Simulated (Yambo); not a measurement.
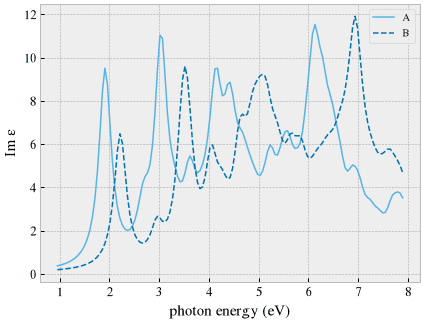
Figure. Two computed absorption spectra of SrCuSeF (space group P4/nmm, No. 129) (Yambo, LDA bands with the same scissor, field along x)

Axes are Cartesian, with cell vectors (Å) (4.09, 0.00, 0.00), (0.00, 4.09, 0.00), (0.00, 0.00, 8.90).

Task: Which curve includes the electron-hole attraction (BSE)?

Result: Curve A: the attraction moves weight to lower energy (centre of the plotted range 4.7 eV against 5.3 eV). Settings: 4×4×2 mesh, 19 valence and 14 conduction bands, static screening with 107 bands and a 3 Ry block, scissor 1.25 eV, Tamm-Dancoff. The scissor comes from a G0W0 run whose convergence isn't established. Broadening 0.15 eV. The band window holds all transitions up to 8.1 eV. On this mesh the peak heights and the fine structure are mesh artefacts; only the shift of weight is robust.

The standard potential for Se keeps a d shell in the valence without the s and p states of that shell. In tests on such compounds this moved G0W0 gaps by up to about 0.9 eV, so absolute quasiparticle energies here are unreliable; differences between settings are what counts.

Spin-orbit coupling is not included.

Geometry of the Materials Project entry, not relaxed at this level; primitive cell a = b = 4.0938 Å, c = 8.9012 Å, α = β = γ = 90.00°.

With a shallow 3d shell G0W0 needs far more bands and larger blocks than here, so the scissor is uncertain by tenths of an eV or more.
